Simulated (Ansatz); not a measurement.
**BHBr (SMILES [BH]Br): U-r2SCAN0/STO-3G**

Aim: the electronic atomisation energy of BHBr at U-r2SCAN0/STO-3G, from 4 runs. 

Program for the calculation: Ansatz 0.2.0.

50 further runs of the same task are left out: 6 that didn't finish, 44 set aside as unsound or not needed.

### 1 The structure to begin with

BHBr has 3 atoms, charge 0, and is taken as a doublet. As SMILES, `[BH]Br`. Geometry: relaxed at PBE0-D4/def2-TZVP.

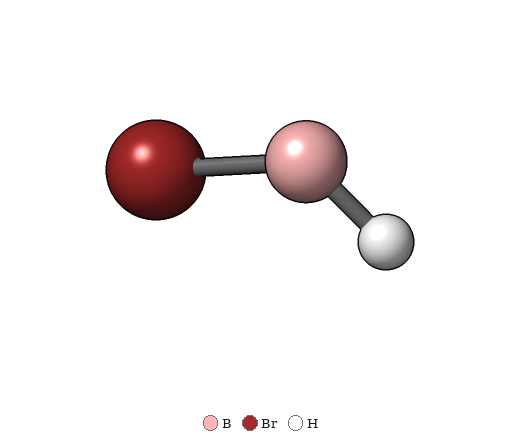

The structure, seen from a chosen angle (boron pink, bromine red, hydrogen white).

### 2 The energy at U-r2SCAN0/STO-3G

input.yaml

```yaml
crystal:
  periodic: [false, false, false]
  atoms:
    - {symbol: B, position_ang: [-0.094500, -0.523000, -0.115700]}
    - {symbol: Br, position_ang: [1.181000, 0.563200, 0.709800]}
    - {symbol: H, position_ang: [-1.097400, -0.105000, -0.607300]}
basis:
  gaussian:
    orbitals: STO-3G
total_charge: 0
magnetization:
  spin_polarized: true
  initial_magnetization: 1
hamiltonian:
  xc: {name: r2SCAN0}
accuracy: high
```

The run is started by

```sh
$ ansatz run input.yaml --threads 1 --pin off --max-ram 2610MiB --events-out events.jsonl --progress --plain --runs-dir runs
```

The program printed:

```text
Warning: RAYON_NUM_THREADS=1 ignored (pool sized by the plan → 1); use --threads N
Functional definition: r2SCAN0
  name "r2SCAN0"
  parameter a = 0.25
  parameter k0 = 0.174
  parameter k1 = 0.065
  parameter a1 = 4.9479
  exchange = (1 - a)*r2scan_x(k0 = k0, k1 = k1, a1 = a1) + a*exact_x
  correlation = r2scan_c
321 factors; integrals over basis functions are off by at most 9.4e-9 eV
mean field evaluation 1: about -69965.8474 eV, gradient 5.8e0 eV
mean field evaluation 2: about -69966.1349 eV, gradient 4.1e0 eV
mean field evaluation 4: about -69966.2993 eV, gradient 1.8e-1 eV
mean field evaluation 8: about -69966.2852 eV, gradient 8.7e-3 eV
mean field evaluation 16: about -69966.2852 eV, gradient 1.2e-7 eV
mean field -69966.28520730 eV, -2571.2135565169 hartree, gradient 1.1e-8 eV, S^2 0.753944; 0 other end points of the search recorded, 0 dependent functions left out
reference -69966.28520774 eV, -2571.2135565330 hartree; 21, 20 occupied and 3, 4 virtual orbitals, 321 factors
Total energy: -69966.28520774 eV, -2571.2135565330 hartree
```

Run time: 4.8 s. Hardware: 1 thread of Arm Neoverse V1, shared host; peak memory 0.19 GiB.

### 3 The B atom, same level

run.yaml

```yaml
crystal:
  periodic: [false, false, false]
  atoms:
    - {symbol: B, position_ang: [0.000000, 0.000000, 0.000000]}
basis:
  gaussian: {orbitals: STO-3G}
magnetization: {spin_polarized: true, initial_magnetization: 1}
hamiltonian: {xc: {name: r2SCAN0}}
accuracy: high
```

Run the same way, it converges to -24.25616 Eh (log not shown).

### 4 The Br atom, same level

run.yaml

```yaml
crystal:
  periodic: [false, false, false]
  atoms:
    - symbol: Br
      position_ang: [0.000000, 0.000000, 0.000000]
basis:
  gaussian:
    orbitals: STO-3G
magnetization:
  spin_polarized: true
  initial_magnetization: 1
hamiltonian:
  xc: {name: r2SCAN0}
accuracy: high
```

Run the same way, it converges to -2546.11107 Eh (log not shown).

### 5 The H atom, same level

job.yaml

```yaml
crystal:
  periodic: [false, false, false]
  atoms:
    - {symbol: H, position_ang: [0.000000, 0.000000, 0.000000]}
basis:
  gaussian: {orbitals: STO-3G}
magnetization: {spin_polarized: true, initial_magnetization: 1}
hamiltonian: {xc: {name: r2SCAN0}}
accuracy: high
```

Run the same way, it converges to -0.46649 Eh (log not shown).

### 6 What came out

Level: U-r2SCAN0/STO-3G.

| quantity | value |
| --- | --- |
| molecule: total energy | -2571.21356 Eh |
| molecule: ⟨S²⟩ | 0.754 |
| B atom: total energy | -24.25616 Eh |
| B atom: ⟨S²⟩ | 0.750 |
| Br atom: total energy | -2546.11107 Eh |
| Br atom: ⟨S²⟩ | 0.750 |
| H atom: total energy | -0.46649 Eh |
| H atom: ⟨S²⟩ | 0.750 |
| electronic atomisation energy | 10.336 eV |

**Reading.** Taking the molecule apart into free atoms costs 10.34 eV (238 kcal/mol), before zero-point energy and without spin-orbit coupling. In a minimal basis such a difference can be off by several eV, whatever the method.
